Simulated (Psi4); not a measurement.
# PH (SMILES [PH]): UCC3/cc-pVTZ

Aim: the energy change on altering one bond length of PH at UCC3/cc-pVTZ, from 2 runs. 

The results are computed with Psi4 1.11.

2 further runs of the same task are left out: 1 that didn't finish, 1 set aside as unsound or not needed.

### Step 1. The molecule

PH has 2 atoms, charge 0, and is taken as a triplet. As SMILES, `[PH]`. The coordinates come from a PBE0-D4/def2-TZVP relaxation.

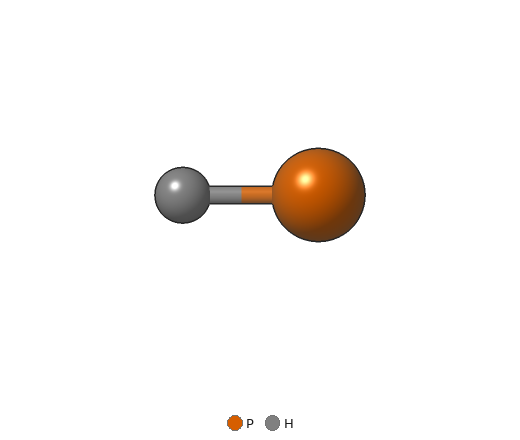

Viewed from a chosen angle; phosphorus orange, hydrogen grey.

### Step 2. A single-point energy at UCC3/cc-pVTZ

hp.xyz reads:

```xyz
2
HP
P      0.000000     0.000000    -0.014610
H      0.000000     0.000000     1.413680
```

hp.py reads:

```python
import psi4

psi4.set_memory(2200000000)
psi4.set_num_threads(1)
psi4.core.set_output_file('output.dat', False)

with open('hp.xyz') as f:
    atoms = ''.join(f.readlines()[2:])
mol = psi4.geometry('0 3\n' + atoms + 'symmetry c1\nno_reorient\nno_com')

psi4.set_options({
    'basis': 'cc-pVTZ',
    'reference': 'uhf',
    'puream': True,
    'e_convergence': 1e-09,
    'd_convergence': 1e-08,
    'scf_type': 'pk',
    'num_frozen_docc': 5,
    'maxiter': 100,
})

energy_value, wavefunction = psi4.energy("cc3", return_wfn=True)
print(f'cc3 energy: {energy_value:.10f} Eh')
```

Command:

```bash
$ python hp.py
```

output.dat:

```text
[...]
  Running in c1 symmetry.
[...]
  Nuclear repulsion =    5.557455530774563
[...]
  Multiplicity = 3
[...]
  Nalpha       = 9
  Nbeta        = 7
[...]
    Number of basis functions: 48
[...]
   @UHF iter   1:  -341.28150241548542   -6.04467e-01   2.79802e-03 DIIS/ADIIS
[...]
   @UHF iter  12:  -341.29769969668649   -8.52651e-13   2.74177e-09 DIIS
[...]
   @S^2 Observed:                2.027044270E+00
[...]
    Orbital Energies [Eh]
    ---------------------
    Alpha Occupied:
       1A    -79.968888     2A     -7.511689     3A     -5.413249
       4A     -5.413249     5A     -5.397732     6A     -0.849433
       7A     -0.473900     8A     -0.385622     9A     -0.385622
    Alpha Virtual:
      10A      0.146420    11A      0.284453    12A      0.388140
      13A      0.388140    14A      0.398777    15A      0.398777
      16A      0.407175    17A      0.407175    18A      0.408042
      19A      0.527024    20A      0.742590    21A      0.997716
      22A      0.997716    23A      1.273911    24A      1.489400
      25A      1.489400    26A      1.493866    27A      1.493866
[...]
  @UHF Final Energy:  -341.29769969668649
   => Energetics <=
    Nuclear Repulsion Energy =              5.5574555307745630
    One-Electron Energy =                -483.1806016142038516
    Two-Electron Energy =                 136.3254463867427830
    Total Energy =                       -341.2976996966864931
  UHF NO Occupations:
  HONO-2 :    7  A 1.9871349
  HONO-1 :    8  A 1.0000000
[...]
 Multipole Moments:
 ------------------------------------------------------------------------------------
     Multipole            Electronic (a.u.)      Nuclear  (a.u.)        Total (a.u.)
 ------------------------------------------------------------------------------------
 L = 1.  Multiply by 2.5417464519 to convert [e a0] to [Debye]
 Dipole X            :         -0.0000000            0.0000000           -0.0000000
 Dipole Y            :          0.0000000            0.0000000            0.0000000
 Dipole Z            :         -2.0462254            2.2573345            0.2111092
 Magnitude           :                                                    0.2111092
[...]
      * MP2 total energy                      = -341.403982126172480
[...]
```

The script printed:

```text
cc3 energy: -341.4324878642 Eh
```

Wall time 47 s (1 thread of Intel Xeon at 2.50GHz (Skylake/Cascade Lake), shared host); peak memory 0.39 GiB.

### Step 3. The distorted shape

hp.py reads:

```python
import psi4

psi4.set_memory(2200000000)
psi4.set_num_threads(1)
psi4.set_output_file('output.dat', False)

m = psi4.geometry("""
0 3
P
H 1 1.6425
units angstrom
symmetry c1
no_reorient
no_com
""")

psi4.set_options({
    'reference': 'uhf',
    'puream': True,
    'e_convergence': 1e-09,
    'd_convergence': 1e-08,
    'scf_type': 'pk',
    'num_frozen_docc': 5,
    'maxiter': 100,
})

energy_value, wavefunction = psi4.energy("cc3/cc-pVTZ", molecule=m, return_wfn=True)
print('E =', round(energy_value, 9))
```

Command:

```bash
$ python hp.py
```

output.dat:

```text
[...]
  Running in c1 symmetry.
[...]
  Nuclear repulsion =    4.832668590593607
[...]
  Multiplicity = 3
[...]
  Nalpha       = 9
  Nbeta        = 7
[...]
    Number of basis functions: 48
[...]
   @UHF iter   1:  -341.26589903515406   -6.75603e-01   2.73233e-03 ADIIS/DIIS
[...]
   @UHF iter  13:  -341.28266215858315   -6.82121e-13   2.78869e-09 DIIS
[...]
   @S^2 Observed:                2.026556671E+00
[...]
    Orbital Energies [Eh]
    ---------------------
    Alpha Occupied:
       1A    -79.986348     2A     -7.525605     3A     -5.427040
       4A     -5.427040     5A     -5.411617     6A     -0.829773
       7A     -0.447461     8A     -0.389310     9A     -0.389310
    Alpha Virtual:
      10A      0.111729    11A      0.305429    12A      0.386104
      13A      0.386104    14A      0.396364    15A      0.396364
      16A      0.400197    17A      0.404917    18A      0.404917
      19A      0.506210    20A      0.685466    21A      0.945564
      22A      0.945564    23A      1.256169    24A      1.484172
      25A      1.484172    26A      1.493883    27A      1.493883
[...]
  @UHF Final Energy:  -341.28266215858315
   => Energetics <=
    Nuclear Repulsion Energy =              4.8326685905936069
    One-Electron Energy =                -481.6455087037331850
    Two-Electron Energy =                 135.5301779545564216
    Total Energy =                       -341.2826621585832072
  UHF NO Occupations:
  HONO-2 :    7  A 1.9886154
  HONO-1 :    8  A 1.0000000
[...]
 Multipole Moments:
 ------------------------------------------------------------------------------------
     Multipole            Electronic (a.u.)      Nuclear  (a.u.)        Total (a.u.)
 ------------------------------------------------------------------------------------
 L = 1.  Multiply by 2.5417464519 to convert [e a0] to [Debye]
 Dipole X            :         -0.0000000            0.0000000           -0.0000000
 Dipole Y            :         -0.0000000            0.0000000           -0.0000000
 Dipole Z            :         -1.4674445            1.5388931            0.0714486
 Magnitude           :                                                    0.0714486
[...]
      * MP2 total energy                      = -341.390356533799206
[...]
```

The script printed:

```text
E = -341.42062124
```

It took 42 s on 1 thread of Intel Xeon at 2.50GHz (Skylake/Cascade Lake), shared host; peak memory 0.39 GiB.

### Step 4. Results

At UCC3/cc-pVTZ, 5 core orbitals frozen:

| quantity | value |
| --- | --- |
| first shape: ground-state or mean-field energy | -341.43249 Eh |
| first shape: HOMO energy (Hartree–Fock orbitals) (highest over α and β) | -10.49 eV |
| first shape: LUMO energy (Hartree–Fock orbitals) (lowest over α and β) | 1.33 eV |
| first shape: correlation energy (5 core orbitals frozen) | -134.8 mEh |
| first shape: ⟨S²⟩ of the reference determinant | 2.027 |
| first shape: T1 diagnostic | 0.025 |
| distorted shape: ground-state or mean-field energy | -341.42062 Eh |
| distorted shape: HOMO energy (Hartree–Fock orbitals) (highest over α and β) | -10.59 eV |
| distorted shape: LUMO energy (Hartree–Fock orbitals) (lowest over α and β) | 1.27 eV |
| distorted shape: correlation energy (5 core orbitals frozen) | -138.0 mEh |
| distorted shape: ⟨S²⟩ of the reference determinant | 2.027 |
| distorted shape: T1 diagnostic | 0.026 |
| energy change with the P1–H2 bond stretched from 1.428 to 1.643 Å | 0.323 eV |

In words: With the P1–H2 bond stretched from 1.428 to 1.643 Å the energy rises by 0.32 eV (7.4 kcal/mol). The first shape isn't relaxed at this level, so the change isn't measured from a minimum.
